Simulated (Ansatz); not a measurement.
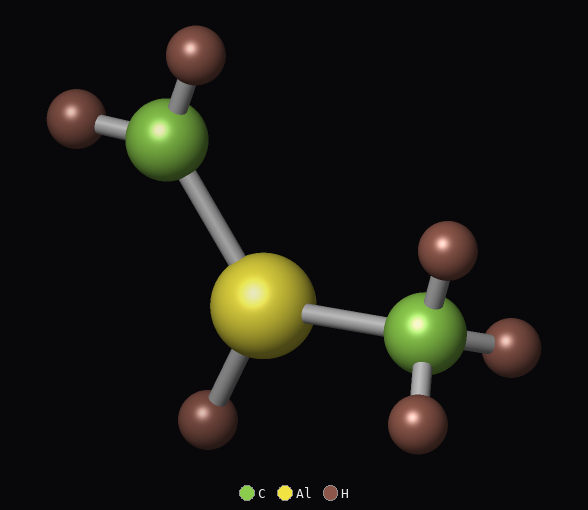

Rendered structure (ball-and-stick style). Every bond is drawn as one stick, whatever its order.

State: neutral, doublet. The computed structure is the end point of a PBE0-D4/def2-TZVP optimisation.

Description:

It has 9 atoms: 2 carbon, 6 hydrogen and 1 aluminium (C2H6Al). SMILES: `[CH2][AlH][CH3]`. It is an open-shell species. Coordination: 1 C trigonal planar; 1 Al trigonal planar; 1 C tetrahedral.

The parts below concern this one geometry. Atoms keep their numbers from picture to picture.

## Shape

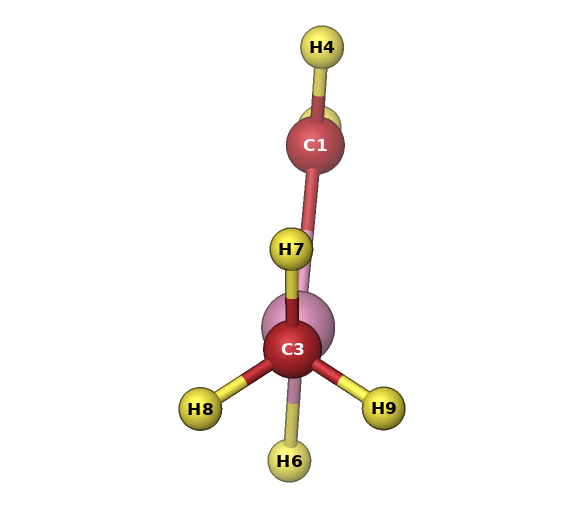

Al2 lies behind C3. The molecule seen nearly along the C3–Al2 bond, C3 in front. Depth is shown by fading: the farther an atom, the more it takes the colour of the background.

What is the torsion angle H7–C3–Al2–C1? The sign is positive where the front bond must turn clockwise to cover the back bond.

Answer. 5°, synperiplanar (eclipsed).

## Dipole moment

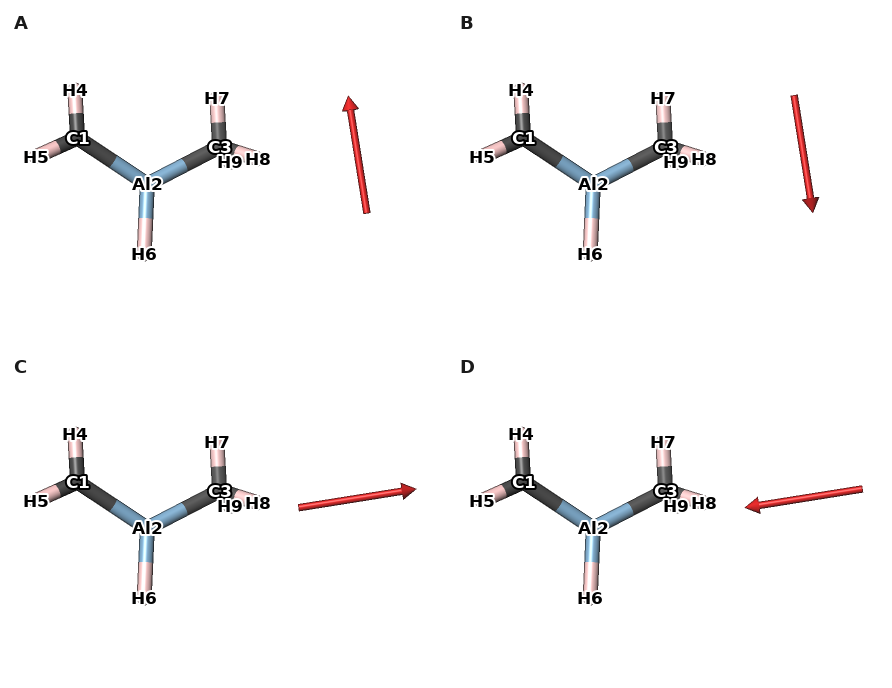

The same molecule four times, each with an arrow. Method: UKS PBE-D4/def2-TZVPP (Ansatz 0.2.0).

Which arrow points along the dipole moment, from the negative to the positive end?

Answer. A. The dipole moment is 0.83 D; it points from the side of H6 to the side of H4 (the outermost atoms at the two ends).

## Electronic properties

Method: UKS PBE0-D4/def2-QZVPP (Ansatz 0.2.0).

Computed properties:

- HOMO energy (Kohn–Sham orbital): −7.12 eV
- ⟨S²⟩ of the determinant: 0.754
- dispersion correction: −10.0 kJ/mol

## Charges

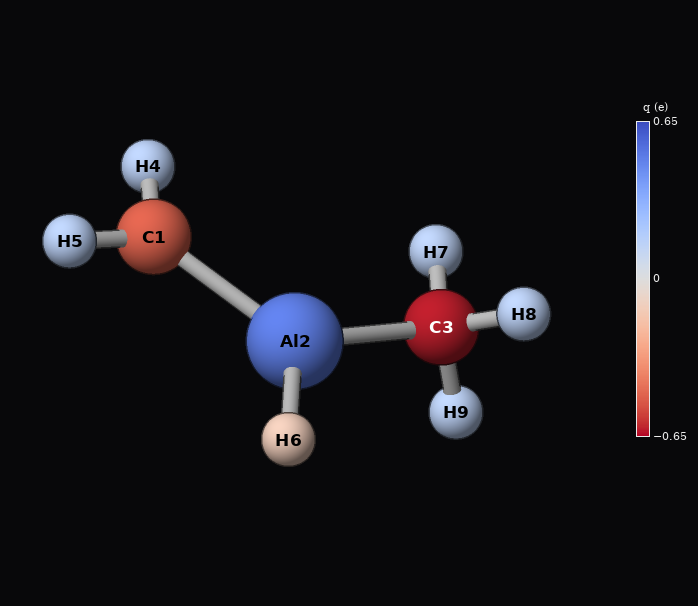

Atoms are coloured by their Mulliken charges. Method: UKS PBE0-D4/def2-TZVP (Ansatz 0.2.0).

Which atom carries the highest charge (most positive or least negative)?

Answer. Al2 (0.49 e).

And the lowest?

Answer. C3 (−0.62 e).

List the Mulliken charges.

```
atom  value (e)
  C1      −0.47
 Al2       0.49
  C3      −0.62
  H4       0.14
  H5       0.15
  H6      −0.11
  H7       0.14
  H8       0.14
  H9       0.14
```

Mulliken values depend strongly on the basis set and can even reverse the polarity of a bond.
